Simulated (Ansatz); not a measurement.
## TiAl: pressure series

The reference is TiAl (space group P4/mmm, No. 123; a = 2.813 Å, c = 4.058 Å).

Cell and atoms are relaxed at each pressure.

Computed with plane-wave PAW DFT at the r2SCAN level (Ansatz, a first-principles code, 500 eV), no spin-orbit coupling.

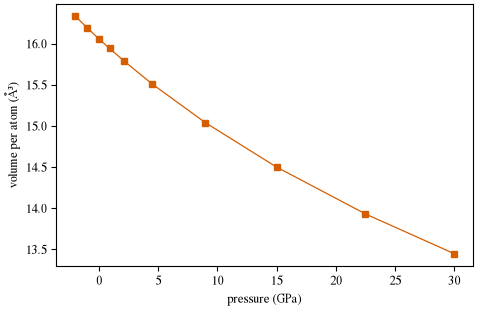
Fig. 1. Volume per atom against pressure

**Question.** From the plot, what is the volume per atom for pressure 9 GPa?

**Answer.** About 15.0 Å³.

**Question.** Is the trend monotonic over the range shown?

**Answer.** Yes, it falls throughout, spanning 13.45 Å³ to 16.33 Å³.

Load acts through the strain it causes; cell and atoms are relaxed under it. Stability against distortions was not tested. Competing high-pressure phases were not computed. All final runs are without spin polarisation.
